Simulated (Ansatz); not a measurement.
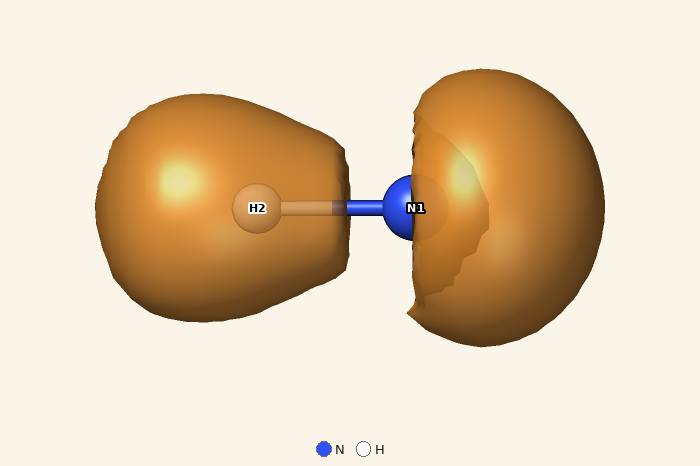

NH (SMILES [NH]) (triplet). Isosurface of the electron localisation function at 0.8 (orange), seen from one side. Core shells and regions of very low density are left out.

Geometry: PBE0-D4/def2-TZVP.

Computed with Ansatz 0.2.0, UKS PBE0-D4/def2-TZVPP.

```xyz
2

N     0.0000    0.0000   -0.0017
H     0.0000    0.0000    1.0379
```

### What do the ELF domains correspond to?

The surface consists of one region around a hydrogen nucleus and one lobe on N, pointing away from the bonds (non-bonding electrons).

Values along the shortest contacts:
N–H (1.04 Å): the ELF climbs to about 1 towards the hydrogen, as it does in any bond to H; a covalent bond by its length.
